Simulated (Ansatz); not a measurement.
C2H8O2Si (SMILES OCCO[SiH3])

The calculation's input:

```
crystal:
  periodic: [false, false, false]
  atoms:
    - { symbol: O, position_ang: [-1.0755, -2.0864, 0.6729] }
    - { symbol: C, position_ang: [0.1863, -1.8093, 0.1575] }
    - { symbol: C, position_ang: [0.5091, -0.3259, 0.2891] }
    - { symbol: O, position_ang: [-0.3271, 0.4368, -0.4681] }
    - { symbol: Si, position_ang: [-0.2269, 2.0744, -0.5269] }
    - { symbol: H, position_ang: [-1.687, -1.3482, 0.2375] }
    - { symbol: H, position_ang: [0.2284, -2.1079, -0.8892] }
    - { symbol: H, position_ang: [0.9297, -2.4142, 0.7118] }
    - { symbol: H, position_ang: [0.4734, -0.0204, 1.401] }
    - { symbol: H, position_ang: [1.5642, -0.156, -0.0385] }
    - { symbol: H, position_ang: [-1.3109, 2.6664, -1.3277] }
    - { symbol: H, position_ang: [1.1201, 2.4168, -1.0607] }
    - { symbol: H, position_ang: [-0.3633, 2.6392, 0.8561] }
basis:
  gaussian: { orbitals: def2-SVP }
hamiltonian:
  xc: r2scan
  dispersion: d4
relax:
  f_tol: 0.015
  max_steps: 40
output:
  orbitals: {}
```

Run with:

```sh
ansatz run input.yaml --threads 2 --pin off --max-ram 3072MiB --backend cpu --events-out ev --progress --plain --runs-dir out
```

The fields are those of the relaxed geometry.

Computed with RKS r2SCAN-D4/def2-SVP (Ansatz 0.2.0).

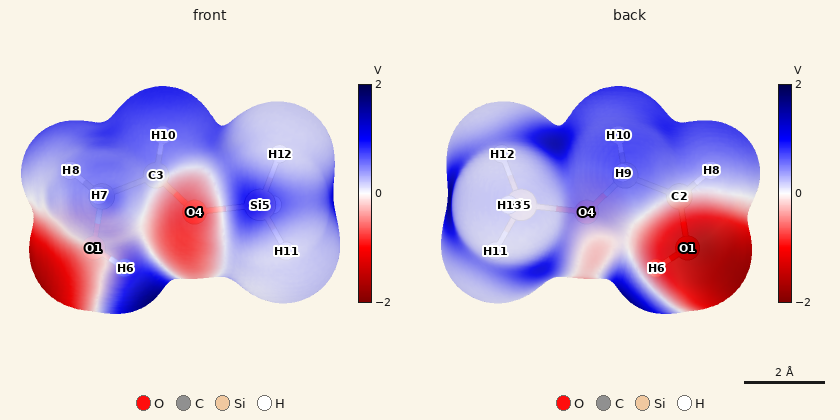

Figure 1. The electrostatic potential painted on the density surface at 0.002 e/bohr³, seen from the front and from behind; the colour scale runs from red (negative) to blue (positive).

**Describe the electrostatic potential map.**

The most negative region (about −1.7 V) lies over O1, the most positive (about +1.7 V) over Si5 and H6. O1 is the likeliest acceptor of a hydrogen bond.

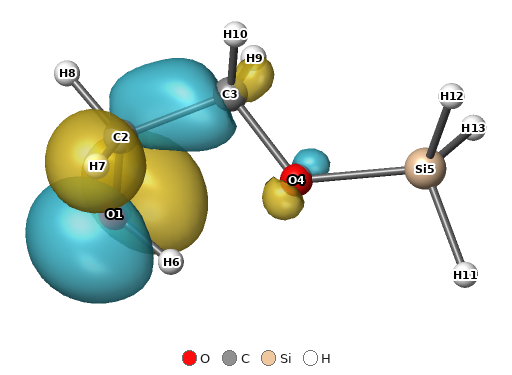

Figure 2. The HOMO at ±0.15 Å⁻³ᐟ² (yellow and cyan are the two phases), seen at a tilt.

**Where does this orbital lie, and at what energy?**

By Hirshfeld shares it lies mainly on O1 (about 65 %), C2 (about 10 %), H7 (about 5 %) and C3 (about 5 %). Its energy is −6.26 eV.

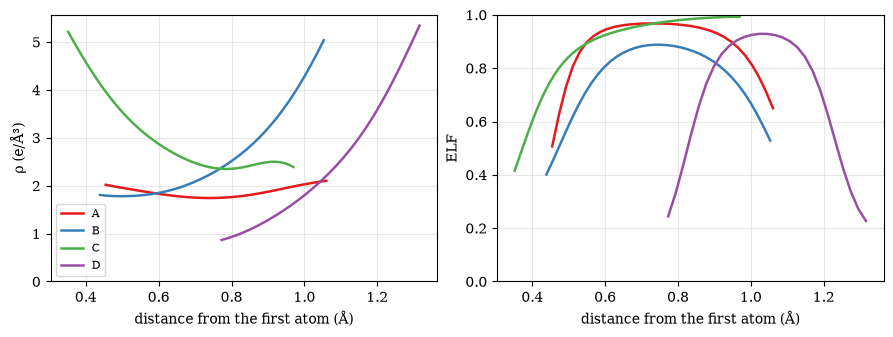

Figure 3. Electron density and electron localisation function along straight lines between neighbouring atoms. The curves leave out the atomic cores.

**Which curve belongs to which contact (C–C, C–O, O–H and Si–O)? The first atom named is at distance zero.**

Curve A: C–C (1.51 Å): ρ is about 1.7 e/Å³ halfway; the ELF peaks at about 0.95 between the atoms, as expected for localised, covalent bonding. Curve B: C–O (1.40 Å): ρ at the midpoint is about 2.1 e/Å³, with its minimum of 1.8 e/Å³ about 0.5 Å from C; the ELF peaks at about 0.90 between the atoms: a polar covalent bond. Curve C: O–H (0.97 Å): the density is about 3.7 e/Å³ at the midpoint; the ELF climbs to about 1 towards the hydrogen, as it does in any bond to H: an ordinary covalent bond to hydrogen. Curve D: Si–O (1.67 Å): ρ is about 1 e/Å³ halfway; the ELF peaks at about 0.95 between the atoms; a shared but strongly polarised pair.
